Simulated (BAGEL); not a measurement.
# H4SeSi (SMILES [SiH3][SeH]) at HF/cc-pVTZ (density fitting with svp-jkfit, property ionisation energy)

Aim: the vertical ionisation energy of H4SeSi at HF/cc-pVTZ (density fitting with svp-jkfit, property ionisation energy), from 2 runs. 

The results are computed with BAGEL 1.2.2.

## 1. The structure to begin with

H4SeSi has 6 atoms, charge 0, and is taken as a singlet. SMILES: `[SiH3][SeH]`. The shape is that of a PBE0-D4/def2-TZVP optimisation.

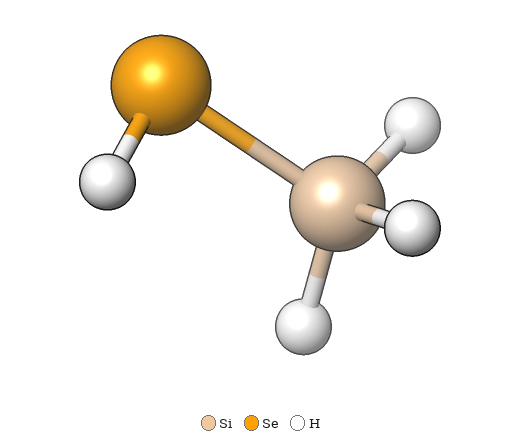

Viewed from a chosen angle; silicon light orange, selenium orange, hydrogen white.

## 2. A single-point energy at HF/cc-pVTZ (density fitting with svp-jkfit, property ionisation energy)

job.json

```json
{ "bagel": [

{
  "title": "molecule",
  "basis": "cc-pvtz.json",
  "df_basis": "svp-jkfit",
  "angstrom": true,
  "geometry": [
    { "atom": "Si", "xyz": [      -0.244700,      -0.234500,      -0.474600 ] },
    { "atom": "Se", "xyz": [       0.898700,      -0.252100,       1.496900 ] },
    { "atom": "H", "xyz": [      -1.605500,       0.334200,      -0.308700 ] },
    { "atom": "H", "xyz": [      -0.336900,      -1.659600,      -0.873400 ] },
    { "atom": "H", "xyz": [       0.479900,       0.537800,      -1.514300 ] },
    { "atom": "H", "xyz": [       0.850600,       1.210300,       1.627900 ] }
  ]
},

{
  "title": "hf"
},

{
  "title": "print",
  "file": "orbitals.molden",
  "orbitals": true
}

]}
```

The basis set cc-pVTZ is read from a file made from the Basis Set Exchange's data (not shown).

Started as:

```console
$ BAGEL_NUM_THREADS=1 BAGEL job.json > job.out
```

Standard output:

```text
* using 1 threads per process

  ===============================================================
  ===============================================================

  *** Geometry ***

  { "atom" : "Si", "xyz" : [     -0.462416,     -0.443141,     -0.896864 ] },
  { "atom" : "Se", "xyz" : [      1.698297,     -0.476400,      2.828731 ] },
  { "atom" : "H", "xyz" : [     -3.033955,      0.631546,     -0.583358 ] },
  { "atom" : "H", "xyz" : [     -0.636649,     -3.136189,     -1.650487 ] },
  { "atom" : "H", "xyz" : [      0.906880,      1.016295,     -2.861612 ] },
  { "atom" : "H", "xyz" : [      1.607401,      2.287136,      3.076285 ] },

  Number of auxiliary basis functions:      466

  Since a DF basis is specified, we compute 2- and 3-index integrals:
    o Being stored without compression. Storage requirement is 0.066 GB

  Number of basis functions:      133
  Number of electrons      :       52

    * METHOD: MOLECULE                             0.38

  *** RHF ***

  === Nuclear Repulsion ===
   158.9379787741

      * DIIS with orbital gradients will be used.

  === RHF iteration (cc-pvtz.json) ===
      0      -2691.13578188          0.00674156           0.14
      1      -2691.17799246          0.00222764           0.13
      2      -2691.18266050          0.00072293           0.13
      3      -2691.18318435          0.00012396           0.14
      4      -2691.18320921          0.00002543           0.14
      5      -2691.18321035          0.00000604           0.13
      6      -2691.18321039          0.00000197           0.14
      7      -2691.18321040          0.00000045           0.13
      8      -2691.18321040          0.00000012           0.14
      9      -2691.18321040          0.00000005           0.14
     10      -2691.18321040          0.00000001           0.13
     11      -2691.18321040          0.00000000           0.13
    * SCF iteration converged.

    * Permanent dipole moment:
           (    0.187618,    -0.256997,     0.286099) a.u.

    * METHOD: HF                                   1.97

    * METHOD: PRINT                                0.05

  ===============================================================
```

It took 2.5 s on 1 thread of Arm Neoverse V1, shared host; peak memory 0.18 GiB.

## 3. The doublet cation: the energy at ROHF/cc-pVTZ (density fitting with svp-jkfit, property ionisation energy)

calc.json

```json
{ "bagel" : [

{
  "title" : "molecule",
  "basis" : "cc-pvtz.json",
  "df_basis" : "svp-jkfit",
  "angstrom" : true,
  "geometry" : [
    { "atom" : "Si", "xyz" : [   -0.244700,   -0.234500,   -0.474600 ] },
    { "atom" : "Se", "xyz" : [    0.898700,   -0.252100,    1.496900 ] },
    { "atom" : "H", "xyz" : [   -1.605500,    0.334200,   -0.308700 ] },
    { "atom" : "H", "xyz" : [   -0.336900,   -1.659600,   -0.873400 ] },
    { "atom" : "H", "xyz" : [    0.479900,    0.537800,   -1.514300 ] },
    { "atom" : "H", "xyz" : [    0.850600,    1.210300,    1.627900 ] }
  ]
},
{ "title" : "rohf", "charge" : 1, "nopen" : 1 },
{ "title" : "print", "file" : "orbitals.molden", "orbitals" : true }

]}
```

The basis set cc-pVTZ is read from a file made from the Basis Set Exchange's data (not shown).

Started as:

```console
$ BAGEL_NUM_THREADS=1 BAGEL calc.json > calc.out
```

Standard output:

```text
* using 1 threads per process

  ===============================================================
  ===============================================================

  *** Geometry ***

  { "atom" : "Si", "xyz" : [     -0.462416,     -0.443141,     -0.896864 ] },
  { "atom" : "Se", "xyz" : [      1.698297,     -0.476400,      2.828731 ] },
  { "atom" : "H", "xyz" : [     -3.033955,      0.631546,     -0.583358 ] },
  { "atom" : "H", "xyz" : [     -0.636649,     -3.136189,     -1.650487 ] },
  { "atom" : "H", "xyz" : [      0.906880,      1.016295,     -2.861612 ] },
  { "atom" : "H", "xyz" : [      1.607401,      2.287136,      3.076285 ] },

  Number of auxiliary basis functions:      466

  Since a DF basis is specified, we compute 2- and 3-index integrals:
    o Being stored without compression. Storage requirement is 0.066 GB

  Number of basis functions:      133
  Number of electrons      :       52

    * METHOD: MOLECULE                             0.36

  *** Open-shell HF ***

  === Nuclear Repulsion ===
   158.9379787741

      * DIIS with orbital gradients will be used.

  === ROHF iteration (cc-pvtz.json) ===
      0      -2690.78392395          0.01642589           0.28
      1      -2690.85672678          0.00518831           0.27
      2      -2690.86602300          0.00213079           0.27
      3      -2690.86807192          0.00080900           0.27
      4      -2690.86845844          0.00018558           0.27
      5      -2690.86850089          0.00005853           0.28
      6      -2690.86850674          0.00000841           0.28
      7      -2690.86850889          0.00000263           0.28
      8      -2690.86850900          0.00000079           0.27
      9      -2690.86850901          0.00000024           0.28
     10      -2690.86850901          0.00000016           0.27
     11      -2690.86850901          0.00000012           0.27
     12      -2690.86850901          0.00000007           0.28
     13      -2690.86850901          0.00000003           0.26
     14      -2690.86850901          0.00000001           0.26
     15      -2690.86850901          0.00000001           0.27
    * SCF iteration converged.

    * S^2 (ROHF) is 0.7500

    * Permanent dipole moment:
           (    0.052747,    -0.418415,     0.027852) a.u.

    * METHOD: ROHF                                 4.73

    * METHOD: PRINT                                0.05

  ===============================================================
```

It took 5.4 s on 1 thread of Arm Neoverse V1, shared host; peak memory 0.18 GiB.

## 4. Outcome

Level: HF/cc-pVTZ (density fitting with svp-jkfit, property ionisation energy).

| quantity | value |
| --- | --- |
| run 1, HF/cc-pVTZ: total energy | -2691.18321 Eh |
| run 1, HF/cc-pVTZ: dipole moment | 1.09 D |
| run 1, HF/cc-pVTZ: HOMO energy | -9.67 eV |
| run 1, HF/cc-pVTZ: LUMO energy | 2.91 eV |
| run 1, HF/cc-pVTZ: HOMO–LUMO gap | 12.58 eV |
| doublet cation: total energy | -2690.86851 Eh |
| doublet cation: ⟨S²⟩ | 0.750 |
| vertical ionisation energy (to the doublet cation) | 8.563 eV |

What this shows: Removing an electron at fixed nuclei costs 8.56 eV (826 kJ/mol). The negative HOMO energy of the first species, 9.67 eV, lies 1.11 eV above that difference.
